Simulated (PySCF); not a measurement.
```
atom    x (Å)    y (Å)    z (Å)
   C  -2.1275   1.1618  -0.3024
   C  -1.8684  -0.3369  -0.1387
   C  -0.4588  -0.6065   0.0477
   C   0.7203  -0.8124   0.1983
  Si   2.5233  -1.0871   0.4385
   S   3.4887   0.8457   0.5578
   H  -1.7848   1.7036   0.5762
   H  -1.5971   1.5464  -1.1707
   H  -3.1915   1.3451  -0.4336
   H  -2.4165  -0.7185   0.7279
   H  -2.2161  -0.8768  -1.0248
   H   3.0842  -1.7848  -0.7155
   H   2.8272  -1.6963   1.7236
   H   3.0162   1.3163  -0.5861
```

Geometry: GFN2-xTB.

These are results of PBE0/pcSseg-1, SCF density, gas phase, non-relativistic (PySCF), not measurements.

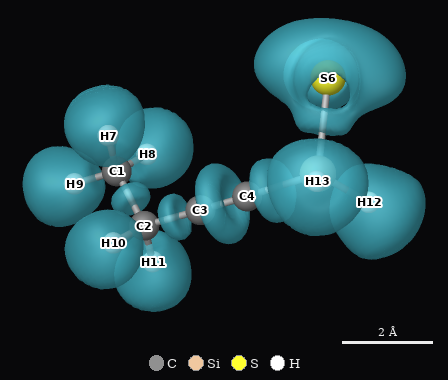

C4H8SSi (SMILES CCC#C[SiH2]S). Isosurface of the electron localisation function at 0.8 (cyan), seen at a tilt. Core shells and regions of very low density are left out.

> Where are the electrons localised?

At this value the surface marks out three regions between bonded C–C atoms (shared pairs), one region between bonded C–Si atoms (shared pairs), eight regions around hydrogen nuclei and one region on S in which the atom's valence shell and bonds are merged.

Values along the shortest contacts:
C–C (1.21 Å): the ELF peaks at about 0.85 between the atoms; a multiple bond. C–Si (1.84 Å): the ELF peaks at about 0.95 between the atoms: a covalent bond.
